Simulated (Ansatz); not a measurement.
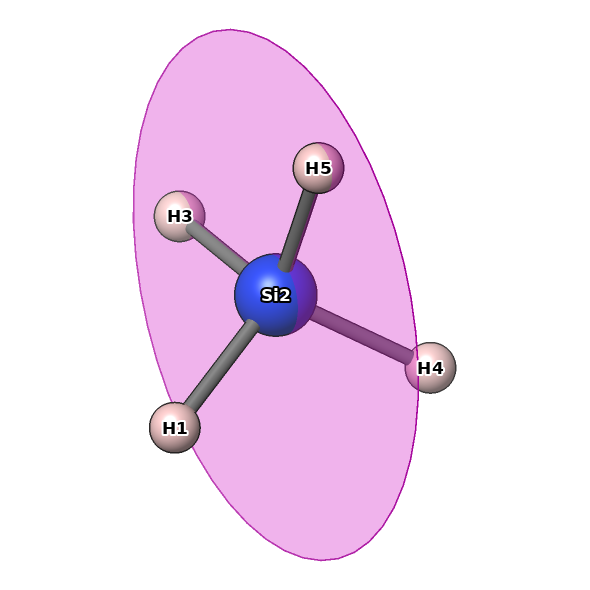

A disc through the centre of mass is drawn in. Depth is shown by fading: the farther an atom, the more it takes the colour of the background. The geometry was computed by an optimisation with PBE0-D4/def2-TZVP.

Is the plane of the disc a mirror plane of the structure?

Answer. Yes. The reflection leaves Si2, H3, H5 in place and moves H1 ↔ H4. The point group is Td.
